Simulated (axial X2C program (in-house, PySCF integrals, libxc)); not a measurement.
**A two-component session on SnSi: properties at the nuclei**

Wanted for SnSi: properties at the nuclei, at the two-component level.

The runs use an in-house X2C program for linear molecules on PySCF integrals; two-component X2C with atomic mean-field terms, Sn dyall-cv3z, Si dyall-v3z.

All values are calculated.

## Step 1: Set-up

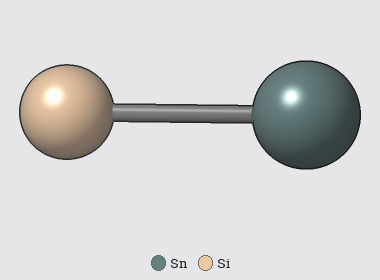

The two atoms at 2.560 Å (tin teal, silicon light orange).

task.json

```json
{
 "zs": [
  50,
  14
 ],
 "q": 0,
 "bas": [
  "dyall-cv3z",
  "dyall-v3z"
 ],
 "r0": 2.56,
 "levels": [
  "PBE0",
  "HF",
  "TPSSh",
  "BP86",
  "r2SCAN"
 ],
 "nst": 3
}
```

Keys: zs atomic numbers; q charge; bas basis sets; r0 starting distance in Å; levels methods (HF also brings MP2); nst determinants followed.

On the command line:

```
python soeom.py task.json out
```

Nuclei are Gaussian, cores are contracted, and the Gaunt term is on.

## Step 2: Expectation values, lowest determinant

R = 2.514 Å. State: Ω = 1 (excess of +ω over −ω: ω = -1/2, ω = 3/2).

Output of the PBE0 run:

```text
two-component X2C + atomic mean field  PBE0
basis functions 175  fitting functions 949  grid points 5084
iter        total energy     max residual
   1      -6462.772270126     1.39e+00
   2      -6463.546451555     1.21e-02
   3      -6463.546224638     1.55e-02
   4      -6463.549288109     2.06e-03
   5      -6463.549313098     1.78e-03
   6      -6463.549432095     1.36e-04
   7      -6463.549432824     2.97e-05
   8      -6463.549432985     2.35e-05
   9      -6463.549433122     1.55e-05
  10      -6463.549433214     4.37e-06
  11      -6463.549433223     2.06e-06
  12      -6463.549433223     6.76e-07
converged
one-electron -9180.53670974  Coulomb 2760.27062641  exact exchange -46.04944447  xc functional -141.02224118  nuclear repulsion 147.34448991  atomic mean-field constant -3.55615415
```

The highest occupied spinor is 48% Si p, 40% Sn p, 6% Sn s.

```
 level  Eeff magnitude (GV/cm)  Ws magnitude Sn (kHz)  A∥/gI Sn (MHz)  qzz Sn (a.u.)  A∥/gI Si (MHz)  qzz Si (a.u.)  μ (D)
  PBE0                    1.05                  0.746            -339          -7.43           -85.8          -1.53  -1.03
    HF                    2.91                   1.88            -746          -6.93            -114          -1.41  -0.91
 TPSSh                    0.47                  0.417            -321          -7.34           -55.8          -1.52  -1.07
  BP86                    0.73                   0.55            -318          -7.06           -78.8          -1.53  -0.88
r2SCAN                   0.258                  0.284            -465          -7.50             -67          -1.59  -0.96
```

Eeff is the effective electric field on the electron dipole moment in this Ω state and Ws the scalar–pseudoscalar constant (defined with the proton number Z and per Ω); A∥ is the parallel hyperfine constant, which follows by multiplying with the nuclear g factor gI = μI/(I μN); qzz is the electric field gradient, eQq0 = 234.96 MHz × Q/barn × qzz; μ is positive if Si is the positive end. The operators were transformed with the bare-nucleus X2C matrices.

## Step 3: Expectation values, a higher determinant

R = 2.514 Å. State: Ω = 2 (excess of +ω over −ω: ω = 1/2, ω = 3/2), 0.29 eV above the lowest in the PBE0 search for states (made at or near this distance, with looser thresholds).

Output of the PBE0 run:

```text
two-component X2C + atomic mean field  PBE0
basis functions 175  fitting functions 949  grid points 5084
iter        total energy     max residual
   1      -6462.772154792     1.39e+00
   2      -6463.536955542     1.29e-02
   3      -6463.535457787     1.87e-02
   4      -6463.539749270     4.51e-03
   5      -6463.540197041     2.51e-03
   6      -6463.540402081     2.30e-04
   7      -6463.540406023     2.11e-04
   8      -6463.540408249     9.94e-05
   9      -6463.540411715     1.06e-04
  10      -6463.540414388     3.20e-05
  11      -6463.540414669     1.57e-05
  12      -6463.540414746     1.19e-05
  13      -6463.540414802     5.24e-06
  14      -6463.540414813     1.24e-06
  15      -6463.540414814     7.00e-07
converged
one-electron -9180.06810794  Coulomb 2759.77647640  exact exchange -46.03895733  xc functional -140.99816171  nuclear repulsion 147.34448991  atomic mean-field constant -3.55615415
```

The highest occupied spinor is 61% Sn p, 35% Si p, 2% Si d.

```
 level  Eeff magnitude (GV/cm)  Ws magnitude Sn (kHz)  A∥/gI Sn (MHz)  qzz Sn (a.u.)  A∥/gI Si (MHz)  qzz Si (a.u.)  μ (D)
  PBE0                    3.82                   1.21             234          -0.90            55.3          -0.11  -1.00
    HF                    1.21                  0.235             340          -2.42            61.4          -0.18  -1.06
 TPSSh                    4.42                   1.39             236          -0.68            72.1          -0.07  -1.02
  BP86                    4.03                   1.26             232          -0.58            79.6          -0.09  -0.86
r2SCAN                    4.92                   1.55             281          -0.62            65.5          -0.05  -0.92
```

## Step 4: Expectation values, a higher determinant

R = 2.514 Å. State: Ω = 0 (closed shell), 0.45 eV above the lowest in the PBE0 search for states (made at or near this distance, with looser thresholds).

Output of the PBE0 run:

```text
two-component X2C + atomic mean field  PBE0
basis functions 175  fitting functions 949  grid points 5084
iter        total energy     max residual
   1      -6462.753434356     1.38e+00
   2      -6463.529643495     1.21e-02
   3      -6463.529188512     1.57e-02
   4      -6463.532479994     2.63e-03
   5      -6463.532554080     2.03e-03
   6      -6463.532700531     1.42e-04
   7      -6463.532701091     1.94e-05
   8      -6463.532701096     2.60e-06
   9      -6463.532701097     1.15e-06
converged
one-electron -9180.63030911  Coulomb 2760.35719510  exact exchange -46.04171123  xc functional -141.00621162  nuclear repulsion 147.34448991  atomic mean-field constant -3.55615415
```

The highest occupied spinor is 50% Si p, 39% Sn p, 5% Sn s.

```
 level  qzz Sn (a.u.)  qzz Si (a.u.)  μ (D)
  PBE0          -6.92          -1.70  -0.76
    HF          -7.56          -1.83  -0.73
 TPSSh          -6.73          -1.69  -0.78
  BP86          -6.61          -1.70  -0.66
r2SCAN          -6.84          -1.70  -0.72
```

## Step 5: Summary of results

| quantity | value |
| --- | --- |
| lowest determinant | Ω = 1 (excess of +ω over −ω: ω = -1/2, ω = 3/2) |
| Eeff magnitude (GV/cm), PBE0 | 1.05 |
| Ws magnitude Sn (kHz), PBE0 | 0.746 |
| A∥/gI Sn (MHz), PBE0 | -339 |
| qzz Sn (a.u.), PBE0 | -7.43 |
| higher determinant | Ω = 2 (excess of +ω over −ω: ω = 1/2, ω = 3/2) |
| Eeff magnitude (GV/cm), PBE0, higher determinant | 3.82 |
| Ws magnitude Sn (kHz), PBE0, higher determinant | 1.21 |
| A∥/gI Sn (MHz), PBE0, higher determinant | 234 |
| qzz Sn (a.u.), PBE0, higher determinant | -0.90 |
| higher determinant | Ω = 0 (closed shell) |
| qzz Sn (a.u.), PBE0, higher determinant | -6.92 |
| qzz Si (a.u.), PBE0, higher determinant | -1.70 |
| μ (D), PBE0, higher determinant | -0.76 |

In words: In the first state, the effective field runs from 0.258 to 2.91 GV/cm over the mean-field levels, so the levels don't agree on it. The expectation values come from single determinants, which for open shells can mix terms of unlike spin or miss the lowest Ω, so a determinant need not be a state. Eeff is the effective electric field on the electron dipole moment in this Ω state and Ws the scalar–pseudoscalar constant (defined with the proton number Z and per Ω); A∥ is the parallel hyperfine constant, which follows by multiplying with the nuclear g factor gI = μI/(I μN); qzz is the electric field gradient, eQq0 = 234.96 MHz × Q/barn × qzz; μ is positive if Si is the positive end. The operators were transformed with the bare-nucleus X2C matrices.
